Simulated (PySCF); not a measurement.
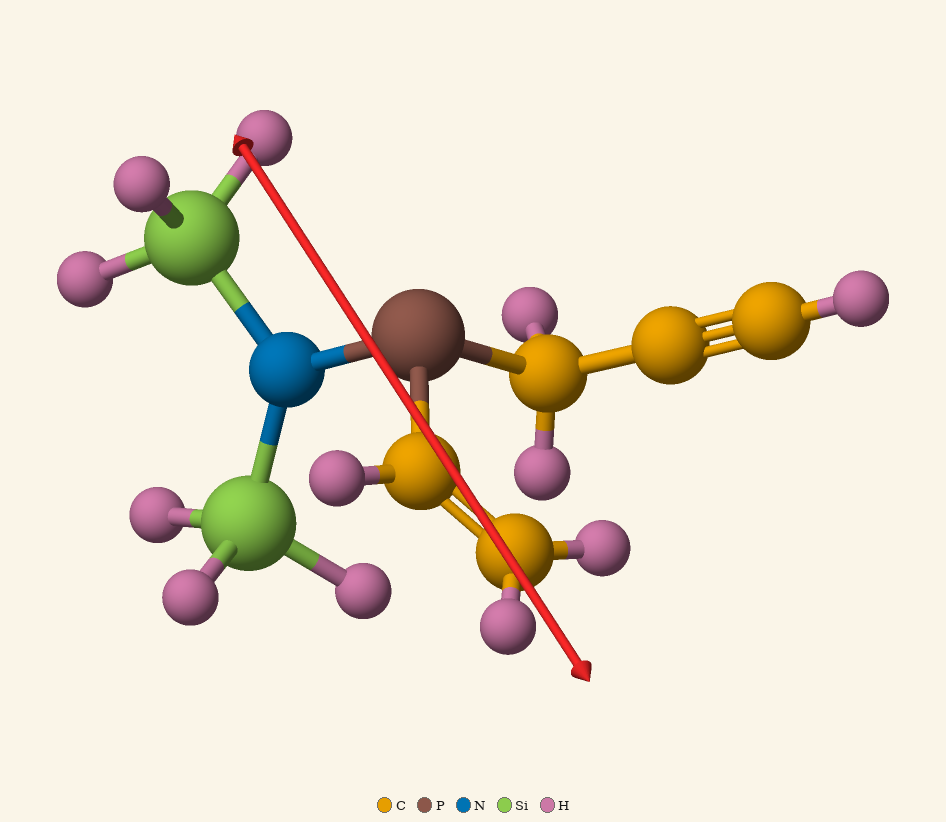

The double arrow shows the direction of the transition dipole to excited singlet state 1 (its length means nothing). The computed structure is the end point of a PBE0-D3(BJ)/def2-SVP optimisation. No frequency run is at hand to confirm it as a minimum. Properties computed with TDDFT CAM-B3LYP/def2-SVPD, vertical, gas phase, core orbitals frozen in the response (PySCF 2.14.0).

Give its energy, strength and character.

Answer. 5.23 eV (237 nm), oscillator strength 0.13, mainly HOMO → LUMO (weight 0.94); transition dipole 2.53 D.
